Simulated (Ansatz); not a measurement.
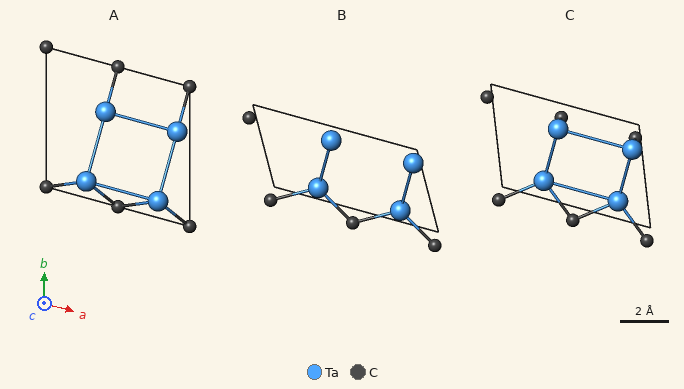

3 geometries from one relaxation of a free-standing layer of Ta2C (a generated structure, set up in Cm) (coarse preliminary run), in shuffled order. The picture is a ball-and-stick view of the 2 × 1 repeat of the cell, outlined in the plane, without the vacuum, seen along the c axis.

All numbers below come from Ansatz 0.2.0, DFT PBE, scalar-relativistic, plane waves, PAW. Settings: plane-wave cutoff 420 eV; k-point mesh 6 × 6 × 1; occupations gaussian; smearing width 0.1 eV; no spin polarisation; cell and atoms relaxed; force threshold 0.04 eV/Å; at most 70 steps.

Q: Put them in the order of the run, from the start to the converged end.

A: A, C, B. They are steps 0, 14, 29, at +1315 meV per atom, +535 meV per atom relative to the last. The energy falls by 1315 meV per atom in 25 accepted moves (29 points after the start). The largest force component goes from 3.7 to 0.035 eV/Å. The line search rejected the trial steps at points 6, 18 of the run. The SCF was repeated twice at an unchanged geometry on a basis and grid sized afresh for the cell, which shifted the energy by 2.1 meV per atom at most. The atom that moves furthest relative to the cell and the layer's centre is a Ta atom (1.20 Å at 24° to the normal (+c side)). Largest moves by element: Ta 1.20 Å, C 0.58 Å. In the plane the drawn cell goes a 6.212 → 7.115 Å (+14.5 %), b 5.841 → 3.554 Å (−39.1 %). Some distances before and after: C–Ta 5.153 → 2.084 Å, Ta–Ta 3.106 → 3.558 Å, Ta–Ta 3.071 → 2.699 Å, Ta–Ta 3.039 → 2.700 Å. New bonds form, among them: C–Ta (5.15 → 2.08 Å). Bond angles that change, for instance: Ta–Ta–Ta 145.9° → 82.3°, Ta–Ta–C 90.9° → 119.2°, C–Ta–C 90.6° → 117.3°. The program noted that it reset the height of the cell.
